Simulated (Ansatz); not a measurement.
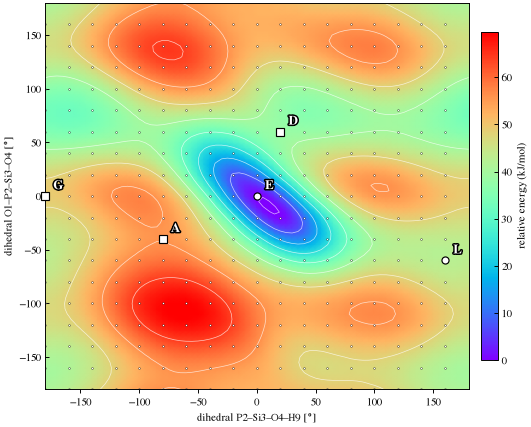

ClH4O2PSi, SMILES OP[SiH](O)Cl. 
- Coordinates scanned: (1) dihedral P2–Si3–O4–H9; (2) dihedral O1–P2–Si3–O4.
- Nothing is relaxed (all other coordinates rigid).
- The scan uses an 18 × 18 grid.
- Energies: kJ/mol, counted from the lowest grid point.
- The calculation used RKS SPW92 (LDA)/def2-SVP (Ansatz 0.2.0).

The picture shows a smooth colour map with a few white contour lines, dots at the grid points, lettered points. Between grid points the surface is interpolated.

**Is E the lowest point of the computed grid?**

Yes. E, at dihedral P2–Si3–O4–H9 = 0°, dihedral O1–P2–Si3–O4 = 0°, has the lowest energy of the grid.

**Rank the lettered points by energy, lowest first.**

E (0.0 kJ/mol), D (38.3 kJ/mol), L (42.4 kJ/mol), G (49.0 kJ/mol), A (55.8 kJ/mol).
